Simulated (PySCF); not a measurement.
## Electronic structure of C4H8OSi2 (SMILES [SiH3]O[SiH]1C=CC=C1) in real space

The calculation's input:

```
{"job": {"kind": "uv", "xc": "wB97X-D", "basis": "def2-SVPD", "nstates": 8, "ntriplets": 3}, "charge": 0, "multiplicity": 1}
Si     2.886126    -0.470139     0.048235
O      1.520021     0.169967    -0.541585
Si    -0.012708     0.653863    -0.742357
C     -1.276181    -0.731299    -0.975842
C     -2.198173    -0.649224    -0.011021
C     -2.003369     0.400165     0.984911
C     -0.923221     1.172894     0.830027
H      2.565196    -1.307398     1.202749
H      3.727821     0.664992     0.421814
H      3.452174    -1.247814    -1.051730
H      0.045822     1.653324    -1.805439
H     -1.330838    -1.468311    -1.759331
H     -3.051385    -1.308480     0.074089
H     -2.714376     0.499729     1.793752
H     -0.691324     1.975723     1.509817
```

Command:

```sh
OMP_NUM_THREADS=1 python probes_run.py task.json out
```

Geometry: GFN2-xTB.

Method: wB97X-D/def2-SVPD, SCF density, gas phase in PySCF.

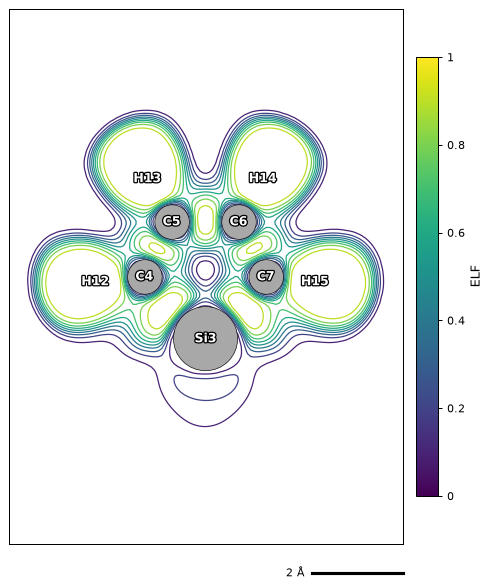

Figure 1. ELF on the plane of atoms C4, C5 and C6. Grey discs cover the atomic cores.

Question: Read the bonding off the picture.

Answer:
- The plane passes through Si, C and H nuclei.
- C–C (1.34 Å): the ELF peaks at about 0.90 between the atoms: a short, multiple covalent bond.
- C–Si (1.89 Å): the ELF peaks at about 0.95 between the atoms; a shared electron pair.
- C–H (1.08 Å): the ELF climbs to about 1 towards the hydrogen, as it does in any bond to H; an ordinary covalent bond to hydrogen.
- C–C (1.46 Å): the ELF peaks at about 0.95 between the atoms: localised, covalent bonding.

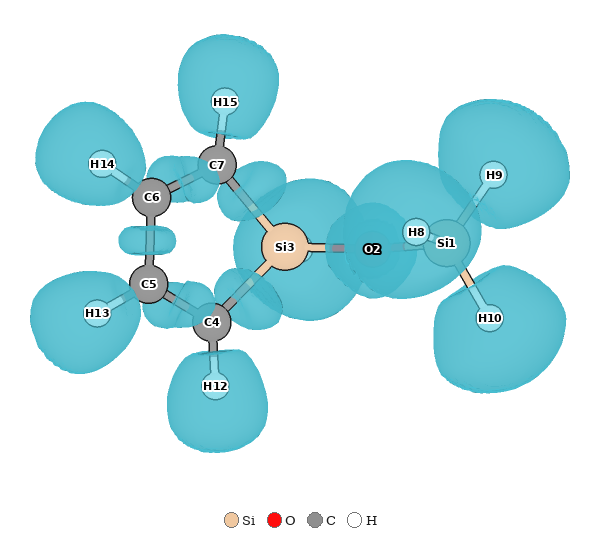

Figure 2. Isosurface of the electron localisation function at 0.8 (cyan), seen across its widest extent. Core shells and regions of very low density are left out.

Question: What do the ELF domains correspond to?

Answer: At this value the surface marks out three regions between bonded C–C atoms (shared pairs), two regions between bonded C–Si atoms (shared pairs), eight regions around hydrogen nuclei and one region wrapped around O (its lone pairs, merged into a ring or cap).


 Si–O (1.62 Å): the ELF peaks at about 0.85 between the atoms; a polar covalent bond.

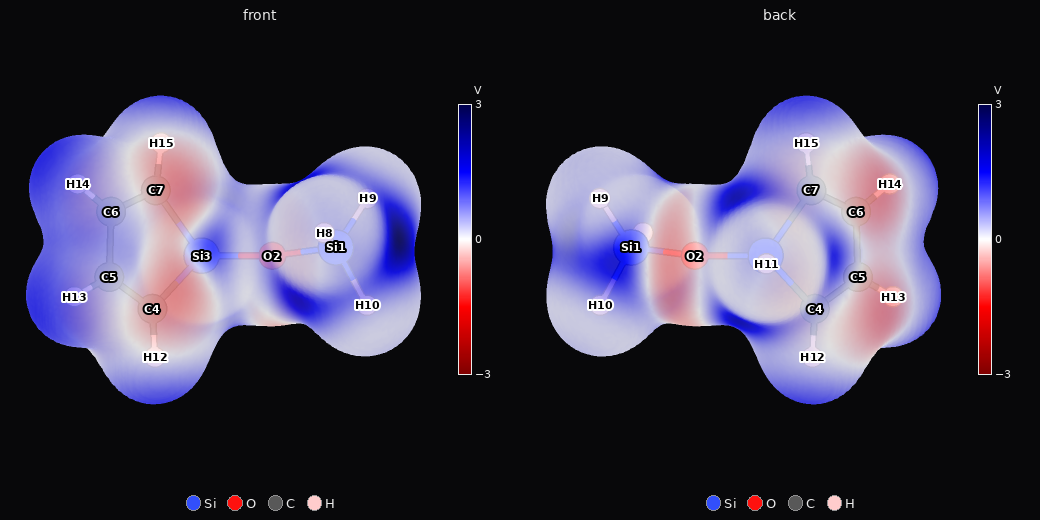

Figure 3. The molecular electrostatic potential painted on the density surface at 0.004 e/bohr³, seen from the front and from behind; the colour scale runs from red (negative) to blue (positive).

Question: Which sites attract a positive test charge, and which a negative one?

Answer: A positive charge is drawn to the negative regions and a negative charge to the positive ones. The most negative region (about −0.7 V) lies over the π face of C4, C5, C6 and C7, the most positive (about +2.4 V) over Si1.
